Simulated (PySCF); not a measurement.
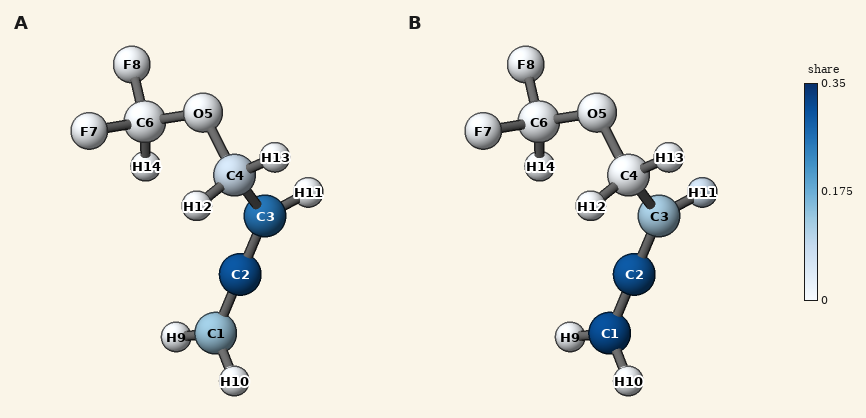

Each panel colours the atoms by their Löwdin share in one orbital (up to four of the largest shares; other atoms are shown as zero). Computed geometry: GFN2-xTB optimisation. No frequency run is at hand to confirm it as a minimum. Method: PBE0/def2-SVPD (PySCF 2.14.0).

Question: The panels show the LUMO, LUMO+1, in some order. Which is which?

Answer: A: LUMO, −0.38 eV; C2 0.30, C3 0.26, C1 0.13, C4 0.07
B: LUMO+1, −0.26 eV; C1 0.31, C2 0.30, C3 0.12, H11 0.07
